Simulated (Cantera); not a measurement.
Input: 1 mol Si, 0.93 mol HCl, 4.9 mol H2, equilibrated at 13300 Pa.

Equilibrium computed with Cantera from the NASA thermochemical tables; the gas is ideal and each condensed phase is pure. Candidate condensed phases: Si; 19 gas species. The tables' values for SiCl3 are old estimates; treat these amounts as uncertain. Kinetics and transport are ignored.

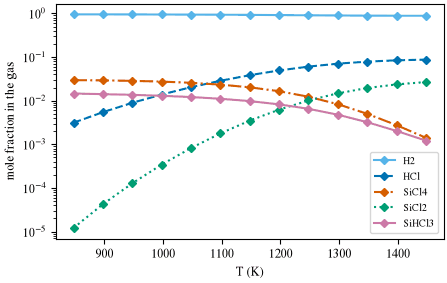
Fig. 1. Equilibrium gas composition (values under 1e-9 drawn at 1e-9)

Q: Read off the mole fractions at 1448 K.

A: H2 about 0.88, HCl about 0.087, SiCl2 about 0.027, SiCl4 about 0.0014, SiHCl3 about 0.0012.
